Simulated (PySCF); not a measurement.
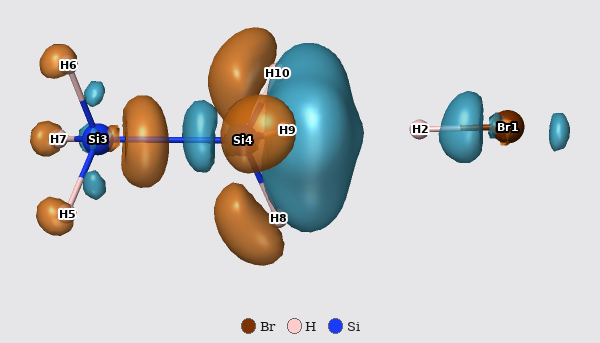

Figure. BrH$_{7}$Si$_{2}$, SMILES `Br.[SiH3][SiH3]`. Density of the complex less the densities of the two fragments at the same geometry, ±0.0015 e/Å³ (light blue: gain, orange: loss). Fragment A: HBr (atoms 1–2); fragment B: Si2H6.

Computed with PySCF, HF/def2-SVPD, geometry: GFN2-xTB. GFN2-xTB bond lengths at metals and heavier atoms can be off by up to 0.1 Å and shapes distorted, which carries into these values.

Coordinates in Å:

```
Br1      2.6203    0.0115    0.0009
H2       1.2235   -0.0034   -0.0716
Si3     -3.8893    0.0381   -0.0014
Si4     -1.5885   -0.0621    0.0041
H5      -4.4703   -0.8969    0.9655
H6      -4.3653    1.3794    0.3462
H7      -4.4372   -0.2938   -1.3192
H8      -1.0414   -1.4131   -0.1828
H9      -0.9717    0.4227    1.2473
H10     -0.9570    0.7391   -1.0569
```

Which way does charge flow?

Hirshfeld charges show 0.006 e passing from B to A. By Hirshfeld charges, electrons gather most on Si4 (−0.006 e) and leave Si3 most (+0.006 e); 0.04 e is displaced in all, which induces a dipole of 0.42 D.

What is the interaction energy, and which contacts carry it?

The counterpoise-corrected interaction energy of the frozen fragments is +1.5 kcal/mol without dispersion correction and −1.0 kcal/mol with D3(BJ). The pair geometry is semi-empirical, not a minimum at this level. Contacts: H2···H10, H···H contact, 2.50 Å, ρ = 0.006 a.u. The pose is a local one from a semi-empirical search, not shown to be the most stable.
